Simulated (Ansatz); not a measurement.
# WC+ (octet): the correlation ladder, def2-SVP

Aim: climb from Hartree-Fock through coupled cluster and multireference methods for WC+ (octet) at one geometry and basis, and see what each rung misses.

Program: Ansatz 0.2.0, Gaussian basis. Level of theory: def2-SVP, core rule «outside noble gas», up to 5 orbitals frozen. These are calculated values, not measurements.

To be run: UHF; CCSD(T) on ROHF; CCSD(T) on UHF; CISD; CCSDT(Q) on ROHF; CCSDT(Q) on UHF; CASSCF and MRCISD+Q, 9 electrons in 10 orbitals; CASSCF and MRCISD+Q(relaxed), 9 electrons in 10 orbitals; CASSCF and NEVPT2, 9 electrons in 10 orbitals.

13 further runs of the same task are left out: 2 that didn't finish, 11 set aside as unsound or not needed.

### Step 1. The geometry

The geometry is a PBE0/def2-TZVP stationary point (not a proven minimum) of the parent state, kept for this charge and spin. No spin-orbit coupling is included. Elements past krypton take def2 core potentials.

2 atoms, charge 1, spin multiplicity 8.

Atoms are counted from 1 here; the program's logs count them from 0.

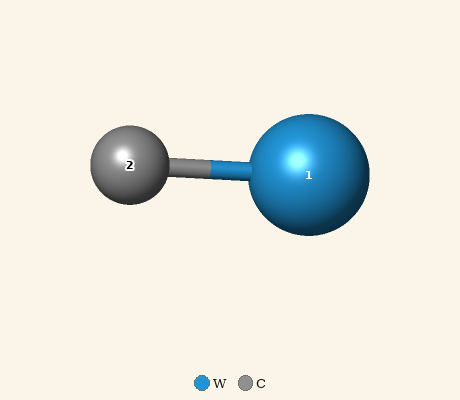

The geometry (tungsten blue, carbon grey); atoms are numbered from 1 in the order of the file.

As a file:

```xyz
2

W     0.0000    0.0000    0.0000
C     0.0000    0.0000    1.9232
```

In the tables R marks a restricted open-shell determinant and U an unrestricted one; 'valence' is the active space of 9 electrons in 10 orbitals; energies count from the table's Hartree-Fock row.

### Step 2. UHF

in.yaml reads:

```yaml
crystal:
  periodic: [false, false, false]
  atoms:
    - {symbol: W, position_ang: [0.000000, 0.000000, 0.000000]}
    - {symbol: C, position_ang: [0.000000, 0.000000, 1.923200]}
basis:
  gaussian: {orbitals: def2-SVP}
total_charge: 1
magnetization: {spin_polarized: true, initial_magnetization: 7}
hamiltonian: {xc: hf}
output: {orbitals: {seedname: orbitals}}
```

The run is started by

```console
$ ansatz run in.yaml --threads 1 --pin off --events-out ev --progress --plain --max-ram 2393MiB
```

What it wrote:

```text
Functional definition: HF
  name "HF"
  cite "Fock, Z. Phys. 61, 126 (1930) doi:10.1007/BF01340294"
  parent pbe
  exchange = exact_x
  correlation = 0
463 factors; integrals over basis functions are off by at most 1.2e-3 eV
mean field evaluation 1: about -2822.5861 eV, gradient 1.3e1 eV
mean field evaluation 2: about -2822.6018 eV, gradient 1.3e1 eV
mean field evaluation 4: about -2823.5470 eV, gradient 1.8e0 eV
mean field evaluation 8: about -2823.6074 eV, gradient 1.5e-1 eV
mean field evaluation 16: about -2822.7355 eV, gradient 5.1e0 eV
mean field evaluation 32: about -2822.2669 eV, gradient 4.0e-1 eV
mean field -2823.60870659 eV, -103.7657060565 hartree, gradient 2.3e-5 eV, S^2 15.756358; 0 other end points of the search recorded, 0 dependent functions left out
reference -2823.60870659 eV, -103.7657060565 hartree; 13, 6 occupied and 33, 40 virtual orbitals, 463 factors
Total energy: -2823.60870659 eV, -103.7657060565 hartree
```

Run time: 0.57 s. Hardware: 1 thread of Arm Neoverse V1, shared host.

From the report: ⟨S²⟩ of the determinant 15.756 (pure octet: 15.75).

### Step 3. CCSD(T) on ROHF

in.yaml reads:

```yaml
crystal:
  periodic: [false, false, false]
  atoms:
    - {symbol: W, position_ang: [0.000000, 0.000000, 0.000000]}
    - {symbol: C, position_ang: [0.000000, 0.000000, 1.923200]}
basis:
  gaussian: {orbitals: def2-SVP}
total_charge: 1
magnetization: {spin_polarized: false, initial_magnetization: 7}
correlation: {method: ccsd_t, electrons: outside_noble_gas}
```

Same command.

What it wrote, shortened:

```text
Functional definition: HF
  name "HF"
  cite "Fock, Z. Phys. 61, 126 (1930) doi:10.1007/BF01340294"
  parent pbe
[...]
463 factors; integrals over basis functions are off by at most 1.2e-3 eV
[...]
mean field -2823.47287848 eV, -103.7607144655 hartree, gradient 1.7e-6 eV, S^2 15.750000; 13 other end points of the search recorded, 0 dependent functions left out
[...]
determinant -2823.47287848 eV, -103.7607144655 hartree, with singles and doubles -2827.24396325 eV, -103.8992992747 hartree
determinant -2822.09584916 eV, -103.7101095715 hartree, with singles and doubles -2825.47815731 eV, -103.8344071034 hartree
determinant -2822.01689309 eV, -103.7072079893 hartree, with singles and doubles -2825.39866129 eV, -103.8314856786 hartree
determinant -2821.39672998 eV, -103.6844174154 hartree, with singles and doubles -2825.17379771 eV, -103.8232220942 hartree
determinant -2820.00628284 eV, -103.6333194254 hartree, with singles and doubles -2823.45638323 eV, -103.7601082762 hartree
5 core orbitals not correlated: weight in the atoms' cores, before any rotation towards them, 0.997 or more for the frozen orbitals, at most 0.002 for the correlated occupied ones
reference -2823.47287848 eV, -103.7607144655 hartree; 8, 1 occupied and 33, 40 virtual orbitals, 463 factors
second order -3.16413599 eV of doubles, -0.02712629 eV of singles
cycle   1  -3.77187092 eV  change   -7.9e-4 eV  update   1.1e-3
[...]
cycle   7  -3.77247985 eV  change   -3.2e-6 eV  update   4.8e-6
perturbative correction -0.12096884 eV, -0.0044455229 hartree
Total energy: -2827.36632717 eV, -103.9037960659 hartree
```

Run time: 5.5 s. Hardware: 1 thread of Arm Neoverse V1, shared host.

From the report: correlation -3.8934 eV; T1 0.030; largest double amplitude 0.05.

### Step 4. CCSD(T) on UHF

Edit in.yaml of step 3 so:

```diff
@@ -8,3 +8,3 @@
 total_charge: 1
-magnetization: {spin_polarized: false, initial_magnetization: 7}
+magnetization: {spin_polarized: true, initial_magnetization: 7}
 correlation: {method: ccsd_t, electrons: outside_noble_gas}
```

Same command.

What it wrote, shortened:

```text
Functional definition: HF
  name "HF"
  cite "Fock, Z. Phys. 61, 126 (1930) doi:10.1007/BF01340294"
  parent pbe
[...]
463 factors; integrals over basis functions are off by at most 1.2e-3 eV
[...]
mean field -2823.60870659 eV, -103.7657060565 hartree, gradient 2.6e-6 eV, S^2 15.756358; 10 other end points of the search recorded, 0 dependent functions left out
determinant -2823.60870659 eV, -103.7657060565 hartree, with singles and doubles -2827.33265074 eV, -103.9025584800 hartree
determinant -2822.26061750 eV, -103.7161646961 hartree, with singles and doubles -2825.57720527 eV, -103.8380470486 hartree
determinant -2822.15961185 eV, -103.7124528070 hartree, with singles and doubles -2825.48306911 eV, -103.8345876086 hartree
determinant -2821.50450949 eV, -103.6883782393 hartree, with singles and doubles -2825.25037601 eV, -103.8260362950 hartree
determinant -2820.13113628 eV, -103.6379077047 hartree, with singles and doubles -2823.53969151 eV, -103.7631697992 hartree
5 core orbitals not correlated: weight in the atoms' cores, before any rotation towards them, 0.997 or more for the frozen orbitals, at most 0.002 for the correlated occupied ones
reference -2823.60870659 eV, -103.7657060565 hartree; 8, 1 occupied and 33, 40 virtual orbitals, 463 factors
second order -3.13754179 eV of doubles, -0.00000000 eV of singles
cycle   1  -3.72471797 eV  change   -7.7e-4 eV  update   1.1e-3
[...]
cycle   7  -3.72529904 eV  change   -3.6e-6 eV  update   4.5e-6
perturbative correction -0.11891211 eV, -0.0043699393 hartree
Total energy: -2827.45291774 eV, -103.9069782106 hartree
```

It took 3.5 s on 1 thread of Arm Neoverse V1, shared host.

From the report: ⟨S²⟩ of the determinant 15.756 (pure octet: 15.75); correlation -3.8442 eV; T1 0.028; largest double amplitude 0.05.

### Step 5. CISD

in.yaml reads:

```yaml
crystal:
  periodic: [false, false, false]
  atoms:
    - {symbol: W, position_ang: [0.000000, 0.000000, 0.000000]}
    - {symbol: C, position_ang: [0.000000, 0.000000, 1.923200]}
basis:
  gaussian: {orbitals: def2-SVP}
total_charge: 1
magnetization: {spin_polarized: false, initial_magnetization: 7}
correlation: {active_space: {ras: {orbitals: [1, 7, 33], electrons: 9, max_holes: 2, max_particles: 2}, fixed_orbitals: true}}
```

The command is unchanged.

What it wrote:

```text
Functional definition: HF
  name "HF"
  cite "Fock, Z. Phys. 61, 126 (1930) doi:10.1007/BF01340294"
  parent pbe
  exchange = exact_x
  correlation = 0
463 factors; integrals over basis functions are off by at most 1.2e-3 eV
mean field evaluation 1: about -2822.4591 eV, gradient 1.3e1 eV
mean field evaluation 2: about -2822.4725 eV, gradient 1.3e1 eV
mean field evaluation 4: about -2823.3902 eV, gradient 2.7e0 eV
mean field evaluation 8: about -2823.4696 eV, gradient 2.5e-1 eV
mean field evaluation 16: about -2820.8967 eV, gradient 5.7e0 eV
mean field evaluation 32: about -2823.4729 eV, gradient 3.0e-6 eV
mean field evaluation 64: about -2822.6516 eV, gradient 4.5e0 eV
mean field evaluation 96: about -2822.0958 eV, gradient 4.0e-5 eV
mean field -2823.47287848 eV, -103.7607144655 hartree, gradient 1.7e-6 eV, S^2 15.750000; 10 other end points of the search recorded, 0 dependent functions left out
reference -2823.47287848 eV, -103.7607144655 hartree; 13, 6 occupied and 33, 40 virtual orbitals, 463 factors
state -2827.13393898 eV, -103.8952559572 hartree
Total energy: -2827.13393898 eV, -103.8952559572 hartree
```

It took 6.5 s on 1 thread of Arm Neoverse V1, shared host.

From the report: 32,683 determinants.

### Step 6. CCSDT(Q) on ROHF

Edit in.yaml of step 5 so:

```diff
@@ -9,2 +9,2 @@
 magnetization: {spin_polarized: false, initial_magnetization: 7}
-correlation: {active_space: {ras: {orbitals: [1, 7, 33], electrons: 9, max_holes: 2, max_particles: 2}, fixed_orbitals: true}}
+correlation: {method: ccsdt_q, electrons: outside_noble_gas}
```

Same command.

What it wrote, shortened:

```text
Functional definition: HF
  name "HF"
  cite "Fock, Z. Phys. 61, 126 (1930) doi:10.1007/BF01340294"
  parent pbe
[...]
847 factors; integrals over basis functions are off by at most 1.6e-7 eV
[...]
mean field -2823.47294034 eV, -103.7607167390 hartree, gradient 1.9e-6 eV, S^2 15.750000; 13 other end points of the search recorded, 0 dependent functions left out
[...]
determinant -2823.47294034 eV, -103.7607167390 hartree, with singles and doubles -2827.24401179 eV, -103.8993010583 hartree
determinant -2822.09591035 eV, -103.7101118200 hartree, with singles and doubles -2825.47820403 eV, -103.8344088203 hartree
determinant -2822.01696093 eV, -103.7072104825 hartree, with singles and doubles -2825.39871293 eV, -103.8314875762 hartree
determinant -2821.39680391 eV, -103.6844201321 hartree, with singles and doubles -2825.17385961 eV, -103.8232243689 hartree
determinant -2820.00636065 eV, -103.6333222851 hartree, with singles and doubles -2823.45644997 eV, -103.7601107288 hartree
5 core orbitals not correlated: weight in the atoms' cores, before any rotation towards them, 0.997 or more for the frozen orbitals, at most 0.002 for the correlated occupied ones
reference -2823.47294034 eV, -103.7607167390 hartree; 8, 1 occupied and 33, 40 virtual orbitals, 847 factors
second order -3.16412572 eV of doubles, -0.02712638 eV of singles
cycle   1  -3.55350225 eV  change   -3.6e-1 eV  update   7.6e-2
[...]
cycle  18  -3.91531991 eV  change   -5.0e-8 eV  update   6.3e-7
perturbative correction -0.00463269 eV, -0.0001702481 hartree
Total energy: -2827.39289294 eV, -103.9047723399 hartree
```

It took 20 s on 1 thread of Arm Neoverse V1, shared host; peak memory 0.26 GiB.

From the report: correlation -3.9200 eV; T1 0.030; largest double amplitude 0.06.

### Step 7. CCSDT(Q) on UHF

Edit in.yaml of step 6 so:

```diff
@@ -8,3 +8,3 @@
 total_charge: 1
-magnetization: {spin_polarized: false, initial_magnetization: 7}
+magnetization: {spin_polarized: true, initial_magnetization: 7}
 correlation: {method: ccsdt_q, electrons: outside_noble_gas}
```

Launched as before.

What it wrote, shortened:

```text
Functional definition: HF
  name "HF"
  cite "Fock, Z. Phys. 61, 126 (1930) doi:10.1007/BF01340294"
  parent pbe
[...]
847 factors; integrals over basis functions are off by at most 1.6e-7 eV
[...]
mean field -2823.60876804 eV, -103.7657083148 hartree, gradient 2.7e-6 eV, S^2 15.756358; 9 other end points of the search recorded, 0 dependent functions left out
determinant -2823.60876804 eV, -103.7657083148 hartree, with singles and doubles -2827.33269908 eV, -103.9025602562 hartree
determinant -2822.26067727 eV, -103.7161668927 hartree, with singles and doubles -2825.57725230 eV, -103.8380487770 hartree
determinant -2822.15967874 eV, -103.7124552650 hartree, with singles and doubles -2825.48312114 eV, -103.8345895207 hartree
determinant -2821.50458331 eV, -103.6883809523 hartree, with singles and doubles -2825.25043882 eV, -103.8260386032 hartree
determinant -2820.13121432 eV, -103.6379105727 hartree, with singles and doubles -2823.53975628 eV, -103.7631721795 hartree
5 core orbitals not correlated: weight in the atoms' cores, before any rotation towards them, 0.997 or more for the frozen orbitals, at most 0.002 for the correlated occupied ones
reference -2823.60876804 eV, -103.7657083148 hartree; 8, 1 occupied and 33, 40 virtual orbitals, 847 factors
second order -3.13753245 eV of doubles, -0.00000000 eV of singles
cycle   1  -3.50770486 eV  change   -3.7e-1 eV  update   7.4e-2
[...]
cycle  18  -3.86643453 eV  change    6.2e-8 eV  update   6.0e-7
perturbative correction -0.00552000 eV, -0.0002028563 hartree
Total energy: -2827.48072257 eV, -103.9080000193 hartree
```

Run time: 18 s. Hardware: 1 thread of Arm Neoverse V1, shared host.

From the report: ⟨S²⟩ of the determinant 15.756 (pure octet: 15.75); correlation -3.8720 eV; T1 0.028; largest double amplitude 0.06.

### Step 8. CASSCF and MRCISD+Q, 9 electrons in 10 orbitals

in.yaml reads:

```yaml
crystal:
  periodic: [false, false, false]
  atoms:
    - {symbol: W, position_ang: [0.000000, 0.000000, 0.000000]}
    - {symbol: C, position_ang: [0.000000, 0.000000, 1.923200]}
basis:
  gaussian: {orbitals: def2-SVP}
total_charge: 1
magnetization: {spin_polarized: false, initial_magnetization: 7}
correlation: {method: fic_mrcisd_q, electrons: outside_noble_gas, active_space: {window: {electrons: 9, orbitals: 10}, shells: [{species: C, l: s, shell: 2}, {species: C, l: p, shell: 2}, {species: W, l: s, shell: 6}, {species: W, l: d, shell: 5}]}}
```

Launched as before.

What it wrote, shortened:

```text
Functional definition: HF
  name "HF"
  cite "Fock, Z. Phys. 61, 126 (1930) doi:10.1007/BF01340294"
  parent pbe
[...]
847 factors; integrals over basis functions are off by at most 1.6e-7 eV
[...]
mean field -2823.47294034 eV, -103.7607167390 hartree, gradient 1.9e-6 eV, S^2 15.750000; 10 other end points of the search recorded, 0 dependent functions left out
reference -2823.47294034 eV, -103.7607167390 hartree; 13, 6 occupied and 33, 40 virtual orbitals, 847 factors
state -2824.43229091 eV, -103.7959722218 hartree
contracted CI cycle   1: correlation 0.00000000 eV, 0.0000000000 hartree, residual 1.36e1 eV
contracted CI cycle   2: correlation -2.70629689 eV, -0.0994545765 hartree, residual 2.32e0 eV
contracted CI cycle   3: correlation -2.78948353 eV, -0.1025116291 hartree, residual 4.65e-1 eV
contracted CI cycle   4: correlation -2.79374509 eV, -0.1026682383 hartree, residual 1.39e-1 eV
contracted CI cycle   5: correlation -2.79415306 eV, -0.1026832310 hartree, residual 4.14e-2 eV
contracted CI cycle   6: correlation -2.79419109 eV, -0.1026846284 hartree, residual 1.38e-2 eV
contracted CI cycle   7: correlation -2.79419508 eV, -0.1026847752 hartree, residual 4.34e-3 eV
contracted CI cycle   8: correlation -2.79419546 eV, -0.1026847893 hartree, residual 1.44e-3 eV
state -2824.43229091 eV, -103.7959722218 hartree; corrected -2827.36879803 eV, -103.9038868682 hartree
Total energy: -2827.36879803 eV, -103.9038868682 hartree
Checks for a lower state left out: starts, orbital_swaps
```

Wall time 6 s (1 thread of Arm Neoverse V1, shared host); peak memory 0.51 GiB.

From the report: 114 determinants; active occupations 1.96, 1.00, 1.00, 1.00, 1.00, 1.00, 1.00, 0.98, 0.03, 0.03.

### Step 9. CASSCF and MRCISD+Q(relaxed), 9 electrons in 10 orbitals

in.yaml reads:

```yaml
crystal:
  periodic: [false, false, false]
  atoms:
    - {symbol: W, position_ang: [0.000000, 0.000000, 0.000000]}
    - {symbol: C, position_ang: [0.000000, 0.000000, 1.923200]}
basis:
  gaussian: {orbitals: def2-SVP}
total_charge: 1
magnetization: {spin_polarized: false, initial_magnetization: 7}
correlation: {method: fic_mrcisd_q_relaxed, electrons: outside_noble_gas, active_space: {window: {electrons: 9, orbitals: 10}, shells: [{species: C, l: s, shell: 2}, {species: C, l: p, shell: 2}, {species: W, l: s, shell: 6}, {species: W, l: d, shell: 5}]}}
```

Launched as before.

What it wrote, shortened:

```text
Functional definition: HF
  name "HF"
  cite "Fock, Z. Phys. 61, 126 (1930) doi:10.1007/BF01340294"
  parent pbe
[...]
847 factors; integrals over basis functions are off by at most 1.6e-7 eV
[...]
mean field -2823.47294034 eV, -103.7607167390 hartree, gradient 1.9e-6 eV, S^2 15.750000; 10 other end points of the search recorded, 0 dependent functions left out
reference -2823.47294034 eV, -103.7607167390 hartree; 13, 6 occupied and 33, 40 virtual orbitals, 847 factors
state -2824.43229091 eV, -103.7959722218 hartree
contracted CI cycle   1: correlation 0.00000000 eV, 0.0000000000 hartree, residual 1.36e1 eV
contracted CI cycle   2: correlation -2.70629689 eV, -0.0994545765 hartree, residual 2.46e0 eV
contracted CI cycle   3: correlation -2.80019751 eV, -0.1029053604 hartree, residual 8.78e-1 eV
contracted CI cycle   4: correlation -2.81651423 eV, -0.1035049890 hartree, residual 3.47e-1 eV
contracted CI cycle   5: correlation -2.81923742 eV, -0.1036050641 hartree, residual 1.55e-1 eV
contracted CI cycle   6: correlation -2.81975493 eV, -0.1036240825 hartree, residual 7.55e-2 eV
contracted CI cycle   7: correlation -2.81988766 eV, -0.1036289599 hartree, residual 3.56e-2 eV
contracted CI cycle   8: correlation -2.81991640 eV, -0.1036300162 hartree, residual 1.78e-2 eV
contracted CI cycle   9: correlation -2.81992420 eV, -0.1036303028 hartree, residual 9.04e-3 eV
contracted CI cycle  10: correlation -2.81992632 eV, -0.1036303809 hartree, residual 4.99e-3 eV
contracted CI cycle  11: correlation -2.81992688 eV, -0.1036304016 hartree, residual 2.23e-3 eV
contracted CI cycle  12: correlation -2.81992699 eV, -0.1036304053 hartree, residual 9.72e-4 eV
state -2824.43229091 eV, -103.7959722218 hartree; corrected -2827.39978517 eV, -103.9050256245 hartree
Total energy: -2827.39978517 eV, -103.9050256245 hartree
Checks for a lower state left out: starts, orbital_swaps
```

Wall time 8 s (1 thread of Arm Neoverse V1, shared host); peak memory 0.52 GiB.

From the report: 114 determinants; active occupations 1.96, 1.00, 1.00, 1.00, 1.00, 1.00, 1.00, 0.98, 0.03, 0.03.

### Step 10. CASSCF and NEVPT2, 9 electrons in 10 orbitals

in.yaml reads:

```yaml
crystal:
  periodic: [false, false, false]
  atoms:
    - {symbol: W, position_ang: [0.000000, 0.000000, 0.000000]}
    - {symbol: C, position_ang: [0.000000, 0.000000, 1.923200]}
basis:
  gaussian: {orbitals: def2-SVP}
total_charge: 1
magnetization: {spin_polarized: false, initial_magnetization: 7}
correlation: {method: sc_nevpt2, electrons: outside_noble_gas, active_space: {window: {electrons: 9, orbitals: 10}, shells: [{species: C, l: s, shell: 2}, {species: C, l: p, shell: 2}, {species: W, l: s, shell: 6}, {species: W, l: d, shell: 5}]}}
```

The command is unchanged.

What it wrote, shortened:

```text
Functional definition: HF
  name "HF"
  cite "Fock, Z. Phys. 61, 126 (1930) doi:10.1007/BF01340294"
  parent pbe
[...]
847 factors; integrals over basis functions are off by at most 1.6e-7 eV
[...]
mean field -2823.47294034 eV, -103.7607167390 hartree, gradient 1.9e-6 eV, S^2 15.750000; 10 other end points of the search recorded, 0 dependent functions left out
reference -2823.47294034 eV, -103.7607167390 hartree; 13, 6 occupied and 33, 40 virtual orbitals, 847 factors
state -2824.43229091 eV, -103.7959722218 hartree
state -2824.43229091 eV, -103.7959722218 hartree; corrected -2826.69713898 eV, -103.8792038533 hartree
Total energy: -2826.69713898 eV, -103.8792038533 hartree
Checks for a lower state left out: starts, orbital_swaps
```

Wall time 2.5 s (1 thread of Arm Neoverse V1, shared host).

From the report: 114 determinants; active occupations 1.96, 1.00, 1.00, 1.00, 1.00, 1.00, 1.00, 0.98, 0.03, 0.03.

### Step 11. How many determinants matter

Natural occupations of the CASSCF valence state about the gap (report; correlated orbitals 1 to 10): 1.962, 1.002, 1.000, 1.000, 0.999, 0.998, 0.996, 0.982, 0.032, 0.029. The count of effectively unpaired electrons, Σ n²(2 − n)², is 7.01; a single determinant of this spin has 7.

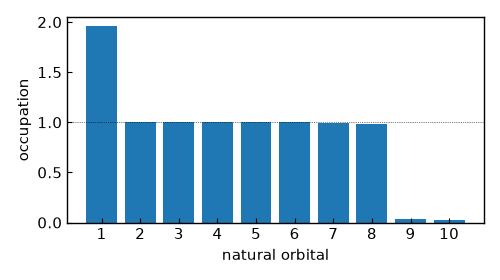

Natural occupations of the CASSCF valence state.

### Step 12. The ladder

No level here is safe as a reference; RCCSDT(Q) serves as a yardstick only. Rows without a time come out of other runs: HF, MP2 and CCSD of CCSD(T), CCSDT of CCSDT(Q), CASSCF and MRCISD of the multireference runs.

Differences are taken before rounding.

```tsv
method	energy from the lowest RHF (meV)	from RCCSDT(Q) (meV)	time
RHF	0.0	+3920.0	
UHF	-135.8	+3784.2	
RMP2	-3191.3	+728.8	
UMP2	-3273.4	+646.6	
RCCSD	-3772.5	+147.5	
UCCSD	-3861.1	+58.9	
RCCSD(T)	-3893.4	+26.6	5.5 s
UCCSD(T)	-3980.0	-60.0	3.5 s
RCCSDT	-3915.4	+4.6	
UCCSDT	-4002.3	-82.3	
RCCSDT(Q)	-3920.0	0	20 s
UCCSDT(Q)	-4007.8	-87.8	18 s
CASSCF valence	-959.4	+2960.6	
NEVPT2 valence	-3224.3	+695.8	2.5 s
MRCISD valence	-3753.6	+166.4	
MRCISD+Q valence	-3895.9	+24.1	6 s
MRCISD+Q(relaxed) valence	-3926.9	-6.9	8 s
```

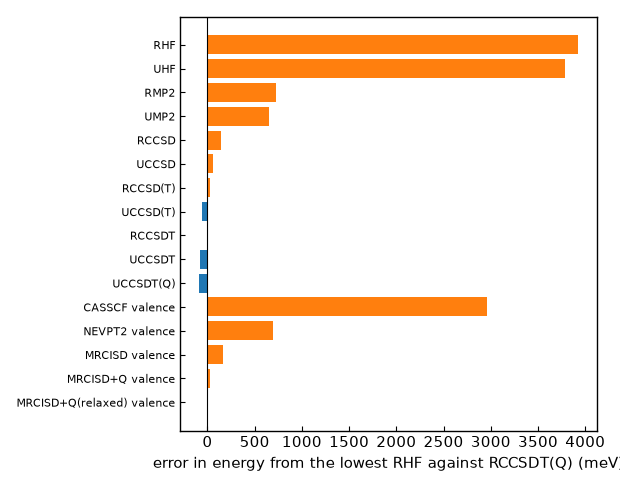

Deviations from RCCSDT(Q), method by method.

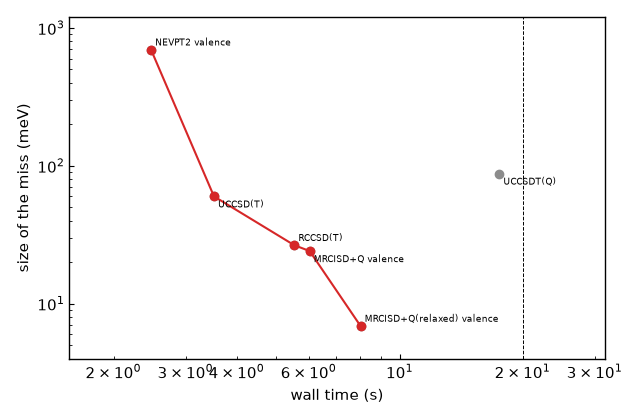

Miss against cost. Red marks the levels that no quicker level drawn beats (of those quicker than the yardstick), and the dashed line is the time of RCCSDT(Q). Times are from a shared host.

Not comparable, so not listed: CISD (they don't share determinant, frozen orbitals or solution with the rows shown, or repeat one).

### Step 13. What came out

| quantity | value |
| --- | --- |
| RCCSDT(Q) below the RHF energy | -3.9200 eV |
| RMP2 from RCCSDT(Q) | +728.8 meV |
| UMP2 from RCCSDT(Q) | +646.6 meV |
| RCCSD from RCCSDT(Q) | +147.5 meV |
| RCCSD(T) from RCCSDT(Q) | +26.6 meV |
| UCCSD(T) from RCCSDT(Q) | -60.0 meV |
| UCCSDT(Q) from RCCSDT(Q) | -87.8 meV |
| NEVPT2 valence from RCCSDT(Q) | +695.8 meV |
| MRCISD+Q valence from RCCSDT(Q) | +24.1 meV |
| MRCISD+Q(relaxed) valence from RCCSDT(Q) | -6.9 meV |
| T1 diagnostic | 0.030 |
| effectively unpaired electrons | 7.01 |

In words: RCCSD(T) misses by +26.6 meV, 0.7 % of the correlation energy. CCSD(T) misses by +26.6 meV on the restricted determinant and by -60.0 meV on the unrestricted one; the two need not hold the same state or core. One determinant dominates.
